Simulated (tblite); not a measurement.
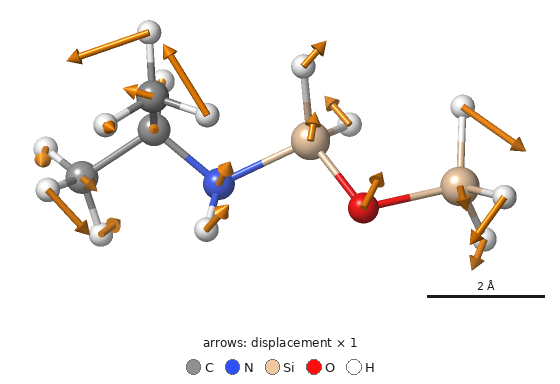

A relaxation of C₃H₁₃NOSi₂. The starting structure is drawn; orange arrows show the displacements, at their true length. The two geometries are superimposed by the best rigid fit.

Style: ball-and-stick. Shown from a free direction.

Method: GFN2-xTB geometry optimisation, gas phase in tblite. 

**What happened in the run?**

An H atom moves most after the best rigid fit: 1.52 Å. By element the largest moves are H 1.52 Å, O 0.88 Å, N 0.61 Å, C 0.54 Å, Si 0.52 Å. Some distances before and after: Si–Si 2.738 → 3.172 Å, O–Si 1.727 → 1.610 Å, O–Si 1.715 → 1.621 Å, N–Si 1.771 → 1.708 Å. Bond angles that change, for instance: Si–O–Si 105.3° → 158.2°, C–N–Si 113.8° → 124.0°, Si–N–H 111.7° → 118.4°. Groups turn about C–C by about 50°, C–C by about 45°. Over 166 geometry steps the energy falls by 1.558 eV.
